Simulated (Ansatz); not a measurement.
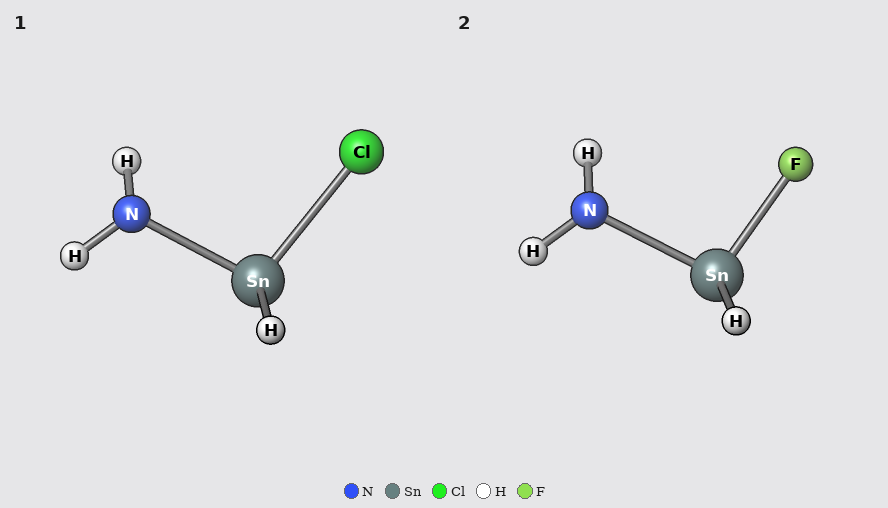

2 molecules with one skeleton, seen from the same side and at one scale. State: neutral, doublet. Computed geometries: PBE0-D4/def2-TZVP optimisations, one conformation each. Properties computed with Ansatz 0.2.0. Elements past Kr carry core potentials.

One atom differs, called X below: Cl in panel 1, F in panel 2. Their formulas are ClH3NSn (`[NH2][SnH][Cl]`), FH3NSn (`[NH2][SnH][F]`).

**In which is the harmonic X–Sn stretching wavenumber higher (PBE0-D4/def2-TZVP)?**

In panel 2 (X = F).

**In which is the length of X–Sn larger (PBE0-D4/def2-TZVP)?**

In panel 1 (X = Cl).

Give the values. With PBE0-D4/def2-TZVP: length of X–Sn (Å), angle N–Sn–X (°), harmonic X–Sn stretching wavenumber (cm⁻¹). With r2SCAN-D4/def2-TZVPP: dipole moment (D).

```tsv
quantity	1 (Cl)	2 (F)	2 − 1
length of X–Sn (Å)	2.353	1.936	−0.417
angle N–Sn–X (°)	100.9	98.4	−2.5
dipole moment (D)	3.27	3.23	−0.04
harmonic X–Sn stretching wavenumber (cm⁻¹)	353	594	+241
```
